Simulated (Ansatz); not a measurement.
## Profile along the C–Ti line in TiC (rock salt)

TiC (rock salt)

```yaml
crystal:
  lattice:
    - [0.00000, 2.14664, 2.14664]
    - [2.14664, 0.00000, 2.14664]
    - [2.14664, 2.14664, 0.00000]
  atoms:
    - { symbol: C, position: [0.00000, 0.00000, 0.00000] }
    - { symbol: Ti, position: [0.50000, 0.50000, 0.50000] }
```

Fields along a shortest C–Ti line of a {100} plane (2.15 Å), from C to Ti, interpolated on the slice's grid (step about 0.1 Å). Calculation: PBEsol (plane waves to 420 eV, PAW, scalar-relativistic; Ansatz, a quantum-chemistry and plane-wave program). k mesh 19×19×19. These are valence fields of a PAW run, semicore shells included where kept as valence: close to a nucleus they are smooth pseudo fields. TiC is run without spin polarisation. TiC was relaxed with its symmetry unable to fall.

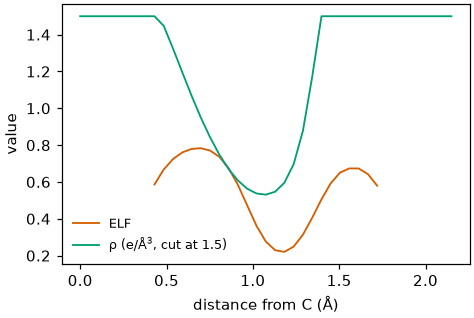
Figure. ELF (away from the nuclei) and valence density from C to Ti.

Density on the C–Ti line (2.15 Å) at its midpoint: 0.53 e/Å³. ELF at that point: 0.28.
